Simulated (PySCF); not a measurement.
```xyz
13
charge 0, multiplicity 1
Si    2.6400   -0.3861    0.0350
O     1.2840    0.0569   -0.8584
B    -0.0025    0.1402   -0.4787
O    -0.3700   -0.1452    0.8249
B    -1.6803   -0.0696    1.2093
O    -2.6314    0.2823    0.2880
B    -2.2818    0.5661   -1.0096
O    -0.9705    0.5067   -1.3846
H     2.8578    0.5867    1.1424
H     3.7880   -0.3587   -0.9090
H     2.4615   -1.7594    0.5861
H    -1.9932   -0.3094    2.3452
H    -3.1286    0.8643   -1.8090
```

Work out the structure from the coordinates.

The molecule is B₃H₅O₄Si. As SMILES it reads `[SiH3]OB1OBOBO1`. Independent rings (smallest set): 1 of 6 members. Among its groups: Si–H bond, Si–O bond, B–H bond. Coordination: 1 Si tetrahedral; 4 O bent; 3 B trigonal planar.

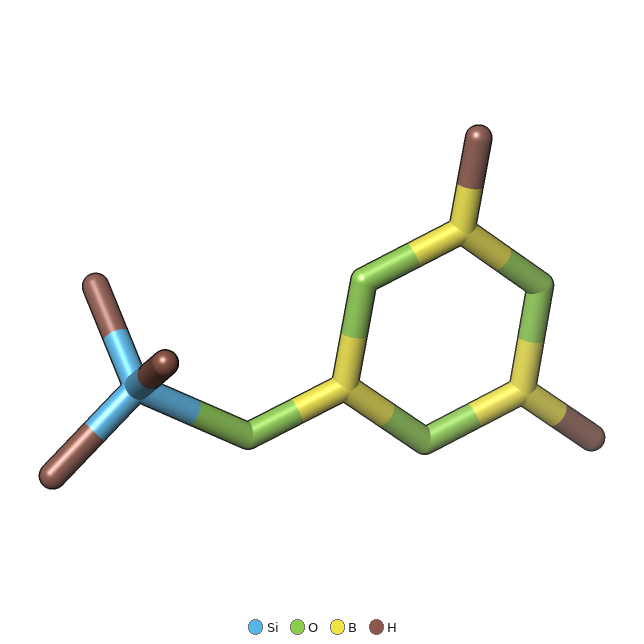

(Drawn from a calculation with PySCF.)
